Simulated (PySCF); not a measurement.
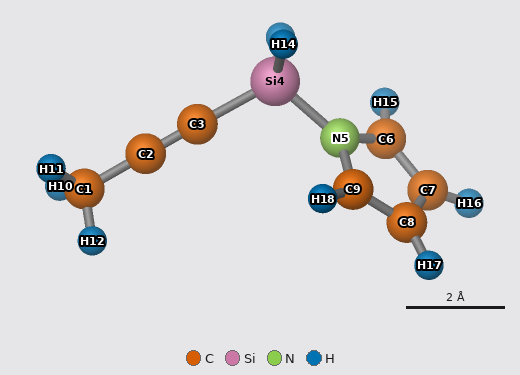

Figure 1. The structure as given in the input (ball-and-stick view, seen at a tilt; atoms are numbered from 1 in the order of the input). Bond lengths as drawn: C–C 1.22 to 1.45 Å, C–H 1.09 to 1.10 Å, C–N 1.38 Å, C–Si 1.82 Å, H–Si 1.49 Å and N–Si 1.77 Å.

**What a change does: NMR shielding calculation on C7H9NSi**

System: C7H9NSi, SMILES CC#C[SiH2]n1cccc1.
Method of the first run: GIAO KT2/pcSseg-1 NMR shielding, non-relativistic, gas phase (PySCF 2.14.0).

The geometry comes from this level: PBE0-D3(BJ)/def2-SVP. Text and figures count atoms from 1; the logs count them from 0 in places.

**Input, the first run**
```
{"job": {"kind": "nmr", "xc": "KT2", "basis": "pcSseg-1", "pop": false}, "charge": 0, "multiplicity": 1}
C      3.681949     0.132574    -1.190183
C      2.453804    -0.591533    -0.928348
C      1.418796    -1.197991    -0.709956
Si    -0.135032    -2.080790    -0.371197
N     -1.403787    -0.926403     0.067524
C     -2.610428    -0.759553    -0.583198
C     -3.320435     0.234706     0.045790
C     -2.518962     0.702191     1.126988
C     -1.353817    -0.026714     1.111591
H      3.852279     0.240019    -2.272664
H      4.548829    -0.391435    -0.758430
H      3.640916     1.141508    -0.751065
H     -0.640133    -2.787968    -1.578251
H      0.075852    -3.037681     0.750576
H     -2.865799    -1.369044    -1.448167
H     -4.309119     0.590246    -0.238694
H     -2.770156     1.488430     1.836734
H     -0.481284     0.026838     1.760872
```

The first line tells a small driver script what to run in PySCF; the rest is the geometry in Å.

Command:
```bash
OMP_NUM_THREADS=1 python <driver script> task.json out
```

Hardware: 1 CPU thread, shared host.

**Output (the first run)**
```
coarse grid: 15872 points
cycle   1  E = -624.5168943086  dE =  1.109e+00  |g| = 6.047e-01  |ddm| = 4.223e+00
cycle   2  E = -624.3725548210  dE =  1.443e-01  |g| = 9.277e-01  |ddm| = 1.789e+00
cycle   3  E = -624.6099864835  dE = -2.374e-01  |g| = 2.035e-01  |ddm| = 1.267e+00
cycle   4  E = -624.6195855806  dE = -9.599e-03  |g| = 8.525e-02  |ddm| = 2.392e-01
cycle   5  E = -624.6211453214  dE = -1.560e-03  |g| = 3.625e-02  |ddm| = 9.207e-02
cycle   6  E = -624.6214462335  dE = -3.009e-04  |g| = 1.563e-02  |ddm| = 4.304e-02
cycle   7  E = -624.6215039948  dE = -5.776e-05  |g| = 4.958e-03  |ddm| = 1.546e-02
cycle   8  E = -624.6215097648  dE = -5.770e-06  |g| = 8.275e-04  |ddm| = 4.845e-03
final grid: 149728 points
cycle   9  E = -624.6346667864  dE = -2.648e-04  |g| = 1.911e-02  |ddm| = 1.183e-01
cycle  10  E = -624.6345649365  dE =  1.018e-04  |g| = 2.620e-02  |ddm| = 4.565e-02
cycle  11  E = -624.6347283444  dE = -1.634e-04  |g| = 8.358e-03  |ddm| = 3.267e-02
cycle  12  E = -624.6347442194  dE = -1.588e-05  |g| = 3.207e-03  |ddm| = 8.127e-03
cycle  13  E = -624.6347467579  dE = -2.538e-06  |g| = 7.606e-04  |ddm| = 2.906e-03
cycle  14  E = -624.6347468903  dE = -1.324e-07  |g| = 1.853e-04  |ddm| = 7.977e-04
cycle  15  E = -624.6347468970  dE = -6.707e-09  |g| = 8.562e-05  |ddm| = 2.489e-04
cycle  16  E = -624.6347468990  dE = -1.954e-09  |g| = 1.979e-05  |ddm| = 9.755e-05
cycle  17  E = -624.6347468991  dE = -9.322e-11  |g| = 4.903e-06  |ddm| = 2.139e-05
converged SCF energy = -624.6347468991

GIAO shielding tensors (ppm)
atom      isotropic    diamagn.    paramagn.     s11        s22        s33       span
  0 C      176.456     254.957     -78.501    166.371    167.117    195.880     29.509
  1 C       75.645     272.456    -196.811    -15.348     -7.976    250.261    265.609
  2 C      110.728     257.332    -146.604     27.143     39.453    265.587    238.444
  3 Si     421.295     886.430    -465.135    390.577    413.162    460.146     69.569
  4 N       93.553     330.859    -237.306     15.614     67.165    197.880    182.267
  5 C       63.897     249.901    -186.003     -7.164     72.096    126.760    133.923
  6 C       76.397     257.132    -180.735      1.571     69.151    158.471    156.900
  7 C       73.583     256.967    -183.384     -3.491     67.818    156.421    159.912
  8 C       65.549     254.331    -188.782     -6.808     67.146    136.309    143.116
  9 H       29.110      26.404       2.706     24.189     27.391     35.749     11.560
 10 H       29.067      24.483       4.584     24.337     27.191     35.673     11.336
 11 H       29.051      33.485      -4.435     24.038     27.820     35.294     11.257
 12 H       25.974      29.144      -3.169     21.923     25.379     30.621      8.698
 13 H       25.788      28.746      -2.958     22.713     23.947     30.705      7.992
 14 H       24.715      29.990      -5.275     21.265     25.554     27.326      6.061
 15 H       24.958      30.507      -5.549     22.616     25.030     27.227      4.611
 16 H       24.740      32.259      -7.519     22.348     25.067     26.805      4.457
 17 H       24.381      34.446     -10.065     20.820     25.308     27.014      6.194
```

For the second run the input was changed thus:
```diff
-"xc": "KT2"
+"xc": "PBE0"
-"pop": false
```

Predict how the results change.

The total energies belong to different methods, so their difference says nothing on which is more stable or more accurate. The HOMO goes from −5.04 to −6.08 eV. The LUMO goes from −1.30 to −0.33 eV. Of all shieldings, the largest change is that of Si4, by −12.9 ppm. The functional changes from KT2 to PBE0. Exact exchange removes part of the self-interaction error of semilocal functionals, which pushes filled and empty levels apart. The SCF takes 15 iterations against 17.

**Output (the second run)**
```
coarse grid: 15872 points
cycle   1  E = -615.6796377334  dE =  1.313e+00  |g| = 4.989e-01  |ddm| = 4.169e+00
cycle   2  E = -615.6520170734  dE =  2.762e-02  |g| = 5.965e-01  |ddm| = 1.216e+00
cycle   3  E = -615.7430031691  dE = -9.099e-02  |g| = 1.304e-01  |ddm| = 6.923e-01
cycle   4  E = -615.7467024031  dE = -3.699e-03  |g| = 4.940e-02  |ddm| = 1.314e-01
cycle   5  E = -615.7472033089  dE = -5.009e-04  |g| = 1.960e-02  |ddm| = 4.584e-02
cycle   6  E = -615.7472872957  dE = -8.399e-05  |g| = 7.428e-03  |ddm| = 2.077e-02
cycle   7  E = -615.7473002075  dE = -1.291e-05  |g| = 1.757e-03  |ddm| = 6.480e-03
cycle   8  E = -615.7473009052  dE = -6.977e-07  |g| = 2.558e-04  |ddm| = 1.470e-03
final grid: 149728 points
cycle   9  E = -615.8001201058  dE = -2.932e-05  |g| = 7.455e-03  |ddm| = 4.051e-02
cycle  10  E = -615.8001156595  dE =  4.446e-06  |g| = 8.742e-03  |ddm| = 1.509e-02
cycle  11  E = -615.8001342213  dE = -1.856e-05  |g| = 1.521e-03  |ddm| = 7.821e-03
cycle  12  E = -615.8001347332  dE = -5.119e-07  |g| = 4.561e-04  |ddm| = 1.334e-03
cycle  13  E = -615.8001347780  dE = -4.474e-08  |g| = 1.644e-04  |ddm| = 3.807e-04
cycle  14  E = -615.8001347836  dE = -5.585e-09  |g| = 4.546e-05  |ddm| = 1.455e-04
cycle  15  E = -615.8001347840  dE = -4.411e-10  |g| = 1.763e-05  |ddm| = 6.281e-05
converged SCF energy = -615.8001347840

GIAO shielding tensors (ppm)
atom      isotropic    diamagn.    paramagn.     s11        s22        s33       span
  0 C      178.494     251.398     -72.904    169.217    169.839    196.426     27.209
  1 C       67.832     275.217    -207.384    -29.541    -22.586    255.625    285.166
  2 C      103.988     257.475    -153.487     15.509     26.121    270.333    254.824
  3 Si     408.411     882.465    -474.054    378.374    400.189    446.670     68.296
  4 N       89.152     331.082    -241.930      6.866     59.100    201.489    194.623
  5 C       55.539     249.470    -193.931    -25.966     64.363    128.220    154.185
  6 C       67.883     258.593    -190.710    -14.760     58.936    159.473    174.233
  7 C       65.300     257.562    -192.262    -19.268     57.512    157.657    176.925
  8 C       57.057     253.436    -196.380    -25.372     59.337    137.205    162.577
  9 H       29.295      26.496       2.798     24.324     27.472     36.089     11.766
 10 H       29.257      24.962       4.295     24.474     27.272     36.025     11.551
 11 H       29.239      32.141      -2.903     24.161     27.914     35.641     11.480
 12 H       26.214      29.198      -2.985     22.124     25.635     30.882      8.758
 13 H       26.069      28.668      -2.599     23.005     24.206     30.995      7.990
 14 H       24.642      29.712      -5.071     21.068     25.516     27.340      6.272
 15 H       24.879      30.428      -5.549     22.445     25.155     27.037      4.592
 16 H       24.686      32.048      -7.362     22.210     25.129     26.720      4.510
 17 H       24.366      33.889      -9.524     20.712     25.131     27.254      6.543
```

**The two runs side by side**

| quantity | the first run | the second run |
| --- | --- | --- |
| outcome | converged | converged |
| total energy (hartree) | −624.634747 | −615.800135 |
| HOMO (eV) | −5.04 | −6.08 |
| LUMO (eV) | −1.30 | −0.33 |
| dipole moment (D) | 2.84 | 2.86 |
| shielding of C2 (ppm) | 75.6 | 67.8 |
| shielding of C3 (ppm) | 110.7 | 104.0 |
| shielding of Si4 (ppm) | 421.3 | 408.4 |
| shielding of C6 (ppm) | 63.9 | 55.5 |
| shielding of C7 (ppm) | 76.4 | 67.9 |
| shielding of C8 (ppm) | 73.6 | 65.3 |
| shielding of C9 (ppm) | 65.5 | 57.1 |
| SCF iterations | 17 | 15 |
| basis functions | 205 | 205 |
| wall time (shared host) | 41 s | 32 s |
